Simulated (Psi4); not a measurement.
**TPSSh/def2-SVPD run of CH5NSi (SMILES C[Si]N)**

What is the energy change on altering one bond length of CH5NSi at TPSSh/def2-SVPD? 

Program for the calculation: Psi4 1.11.

2 further runs of the same task are left out: 2 set aside as unsound or not needed.

## (1) The structure to begin with

CH5NSi has 8 atoms, charge 0, and is taken as a singlet. SMILES: `C[Si]N`. The coordinates come from a PBE0-D4/def2-TZVP relaxation. This is one conformer, not always the lowest.

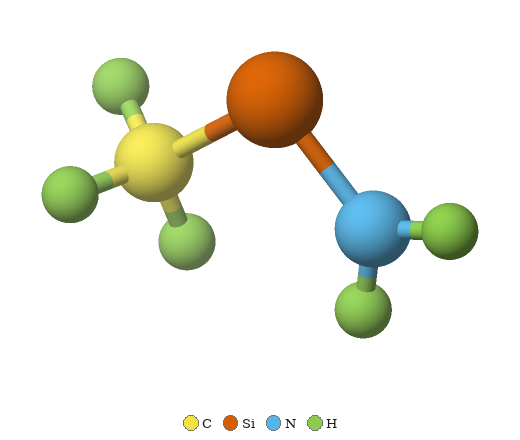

Viewed from a chosen angle; carbon yellow, silicon orange, nitrogen blue, hydrogen green.

## (2) Energy and forces at TPSSh/def2-SVPD

Contents of ch5nsi.xyz:

```xyz
8
CH5NSi
C     -0.660000     0.824700    -0.552100
Si     0.963800     0.653800     0.427700
N      0.932200    -1.034400     0.690700
H     -1.026400    -0.101800    -1.004300
H     -0.562500     1.583400    -1.334100
H     -1.431400     1.195000     0.135900
H      1.651200    -1.501900     1.220100
H      0.225200    -1.675700     0.360300
```

Contents of ch5nsi.py:

```python
import psi4

psi4.set_memory(1600000000)
psi4.set_num_threads(1)
psi4.set_output_file('run.log', False)

with open('ch5nsi.xyz') as f:
    atoms = ''.join(f.readlines()[2:])
molecule = psi4.geometry('0 1\n' + atoms + 'symmetry c1\nno_reorient\nno_com')

psi4.set_options({
    'basis': 'def2-SVPD',
    'puream': True,
    'e_convergence': 1e-09,
    'd_convergence': 1e-08,
    'scf_type': 'pk',
    'dft_radial_points': 99,
    'dft_spherical_points': 590,
})

result, w = psi4.gradient('tpssh', return_wfn=True)
psi4.oeprop(w, 'QUADRUPOLE', 'DIPOLE', 'MULLIKEN_CHARGES', title='TPSSH')
print('gradient / Eh bohr^-1')
print(result.np.round(6))
print(f'energy = {w.energy():.10f} Eh')
```

Launch:

```
$ python ch5nsi.py
```

run.log:

```text
[...]
  Running in c1 symmetry.
[...]
  Nuclear repulsion =  100.369090567137675
[...]
  Multiplicity = 1
[...]
  Nalpha       = 16
  Nbeta        = 16
[...]
    Number of basis functions: 104
[...]
   @RKS iter   1:  -384.76281131140206   -1.29633e-01   9.37153e-03 DIIS/ADIIS
[...]
   @RKS iter  12:  -385.22116971856121   -4.37694e-12   5.04638e-09 DIIS
[...]
    Orbital Energies [Eh]
    ---------------------
    Doubly Occupied:
       1A    -65.972773     2A    -14.263573     3A    -10.104404
       4A     -5.207761     5A     -3.563172     6A     -3.558723
       7A     -3.554176     8A     -0.832094     9A     -0.666198
      10A     -0.488972    11A     -0.483018    12A     -0.387383
      13A     -0.382599    14A     -0.326489    15A     -0.280263
      16A     -0.202876
[...]
  @RKS Final Energy:  -385.22116971856121
   => Energetics <=
    Nuclear Repulsion Energy =            100.3690905671376754
    One-Electron Energy =                -728.9653115847725076
    Two-Electron Energy =                 275.0914123365370187
    DFT Exchange-Correlation Energy =     -31.7163610374633578
    Empirical Dispersion Energy =           0.0000000000000000
    VV10 Nonlocal Energy =                  0.0000000000000000
    Total Energy =                       -385.2211697185612138
[...]
  -Total Gradient:
     Atom            X                  Y                   Z
    ------   -----------------  -----------------  -----------------
       1       -0.001549682672     0.000091138287    -0.000819546269
       2       -0.005419127937    -0.013148502862    -0.000987468662
       3       -0.000266449959     0.005184215316    -0.001059713944
       4        0.002358190407     0.004768403171     0.002507863949
       5        0.000168278434    -0.003767645890     0.004277443621
       6        0.004209282622    -0.001820286316    -0.002864656927
       7       -0.004121802121     0.003562907820    -0.003167999157
       8        0.004618553528     0.005147871747     0.002107862777
[...]
 Multipole Moments:
 ------------------------------------------------------------------------------------
     Multipole            Electronic (a.u.)      Nuclear  (a.u.)        Total (a.u.)
 ------------------------------------------------------------------------------------
 L = 1.  Multiply by 2.5417464519 to convert [e a0] to [Debye]
 Dipole X            :        -28.5242375           28.1846982           -0.3395393
 Dipole Y            :        -12.7631231           12.0179023           -0.7452208
 Dipole Z            :        -13.0860526           13.0164336           -0.0696190
 Magnitude           :                                                    0.8218806
 L = 2.  Multiply by 1.3450342976 to convert [e a0^2] to [Debye ang]
 Quadrupole XX       :       -121.2614497           99.6231015          -21.6383482
 Quadrupole XY       :         20.8842543          -23.3827415           -2.4984872
[...]
  Mulliken Charges: (a.u.)
   Center  Symbol    Alpha    Beta     Spin     Total
       1     C     3.09352  3.09352  0.00000 -0.18705
       2    SI     6.85704  6.85704  0.00000  0.28591
       3     N     3.49980  3.49980  0.00000  0.00041
       4     H     0.52493  0.52493  0.00000 -0.04986
       5     H     0.47820  0.47820  0.00000  0.04360
       6     H     0.49405  0.49405  0.00000  0.01190
       7     H     0.54068  0.54068  0.00000 -0.08137
       8     H     0.51177  0.51177  0.00000 -0.02354
   Total alpha = 16.00000, Total beta = 16.00000, Total charge =  0.00000
```

On the terminal:

```text
gradient / Eh bohr^-1
[[-1.5500e-03  9.1000e-05 -8.2000e-04]
 [-5.4190e-03 -1.3149e-02 -9.8700e-04]
 [-2.6600e-04  5.1840e-03 -1.0600e-03]
 [ 2.3580e-03  4.7680e-03  2.5080e-03]
 [ 1.6800e-04 -3.7680e-03  4.2770e-03]
 [ 4.2090e-03 -1.8200e-03 -2.8650e-03]
 [-4.1220e-03  3.5630e-03 -3.1680e-03]
 [ 4.6190e-03  5.1480e-03  2.1080e-03]]
energy = -385.2211697186 Eh
```

Wall time 1.8 min (1 thread of AMD EPYC 7R43 (Zen 3), shared host); peak memory 0.7 GiB.

## (3) The distorted shape, same level

Contents of job.py:

```python
import psi4

psi4.set_memory('1600 MB')
psi4.set_num_threads(1)
psi4.core.set_output_file('psi4.out', False)

geom = psi4.geometry("""
C
Si 1 1.90419
N 2 1.708855 1 98.74789
H 1 1.094137 2 114.97527 3 -19.72941
H 1 1.4221 4 108.76566 2 124.80469
H 1 1.097964 4 108.01637 5 114.69261
H 3 1.00786 2 121.72864 1 -178.27487
H 3 1.010089 7 112.12626 2 -179.70656
symmetry c1
""")

options = {'reference': 'rks', 'puream': True, 'e_convergence': 1e-09, 'd_convergence': 1e-08, 'scf_type': 'pk', 'dft_radial_points': 99, 'dft_spherical_points': 590}
psi4.set_options(options)

e, wfn = psi4.gradient("tpssh/def2-SVPD", return_wfn=True)
print('gradient / Eh bohr^-1')
print(e.np.round(6))
print(f'energy = {wfn.energy():.10f} Eh')
```

Launch:

```
$ python job.py
```

psi4.out:

```text
[...]
  Running in c1 symmetry.
[...]
  Nuclear repulsion =   99.268527336781986
[...]
  Multiplicity = 1
[...]
  Nalpha       = 16
  Nbeta        = 16
[...]
    Number of basis functions: 104
[...]
   @RKS iter   1:  -384.72201547637150   -1.80525e-01   9.30656e-03 ADIIS/DIIS
[...]
   @RKS iter  12:  -385.18632938446115   -4.09273e-12   5.28827e-09 DIIS
[...]
    Orbital Energies [Eh]
    ---------------------
    Doubly Occupied:
       1A    -65.975127     2A    -14.265680     3A    -10.132634
       4A     -5.209989     5A     -3.565311     6A     -3.560943
       7A     -3.556474     8A     -0.834422     9A     -0.652498
      10A     -0.491195    11A     -0.482424    12A     -0.391765
      13A     -0.359208    14A     -0.315638    15A     -0.281840
      16A     -0.204807
[...]
  @RKS Final Energy:  -385.18632938446115
   => Energetics <=
    Nuclear Repulsion Energy =             99.2685273367819860
    One-Electron Energy =                -726.7393714054405791
    Two-Electron Energy =                 273.9186358544313293
    DFT Exchange-Correlation Energy =     -31.6341211702338683
    Empirical Dispersion Energy =           0.0000000000000000
    VV10 Nonlocal Energy =                  0.0000000000000000
    Total Energy =                       -385.1863293844611462
[...]
 Multipole Moments:
 ------------------------------------------------------------------------------------
     Multipole            Electronic (a.u.)      Nuclear  (a.u.)        Total (a.u.)
 ------------------------------------------------------------------------------------
 L = 1.  Multiply by 2.5417464519 to convert [e a0] to [Debye]
 Dipole X            :         -0.1290215            0.0802896           -0.0487319
 Dipole Y            :          0.8119517           -1.6680273           -0.8560756
 Dipole Z            :          3.6439707           -3.8541930           -0.2102223
 Magnitude           :                                                    0.8828553
[...]
  -Total Gradient:
     Atom            X                  Y                   Z
    ------   -----------------  -----------------  -----------------
       1       -0.043536452731    -0.058437805581     0.024212108223
       2       -0.001765338624    -0.017616731897    -0.004653407524
       3       -0.000276352486     0.005299677651     0.000678938190
       4       -0.004994507857     0.001723812699     0.005549997515
       5        0.048546815921     0.065390169468    -0.029553448971
       6        0.002142701543    -0.005374736928     0.004869498425
       7        0.000423442777     0.002946672813    -0.005597713553
       8       -0.000548739073     0.006083511095     0.004484980154
[...]
```

On the terminal:

```text
gradient / Eh bohr^-1
[[-0.043536 -0.058438  0.024212]
 [-0.001765 -0.017617 -0.004653]
 [-0.000276  0.0053    0.000679]
 [-0.004995  0.001724  0.00555 ]
 [ 0.048547  0.06539  -0.029553]
 [ 0.002143 -0.005375  0.004869]
 [ 0.000423  0.002947 -0.005598]
 [-0.000549  0.006084  0.004485]]
energy = -385.1863293845 Eh
```

It took 100 s on 1 thread of AMD EPYC 7R43 (Zen 3), shared host; peak memory 0.69 GiB.

## (4) What came out

Level: TPSSh/def2-SVPD.

| quantity | value |
| --- | --- |
| first shape: total energy | -385.22117 Eh |
| first shape: dipole moment | 2.09 D |
| first shape: HOMO energy | -5.52 eV |
| first shape: LUMO energy | -1.53 eV |
| first shape: HOMO–LUMO gap | 3.99 eV |
| first shape: largest force on an atom | 0.733 eV/Å |
| distorted shape: total energy | -385.18633 Eh |
| distorted shape: dipole moment | 2.24 D |
| distorted shape: HOMO energy | -5.57 eV |
| distorted shape: LUMO energy | -1.59 eV |
| distorted shape: HOMO–LUMO gap | 3.99 eV |
| distorted shape: largest force on an atom | 4.455 eV/Å |
| energy change with the C1–H5 bond stretched from 1.094 to 1.422 Å | 0.948 eV |

With the C1–H5 bond stretched from 1.094 to 1.422 Å the energy rises by 0.95 eV (21.9 kcal/mol). The first shape isn't relaxed at this level, so the change isn't measured from a minimum. The largest force (first shape) is 0.73 eV/Å: the shape isn't a stationary point for this species at this level. Mulliken charges (first shape) run from -0.19 on C1 to +0.29 on Si2; in a basis this large or diffuse they mean little.
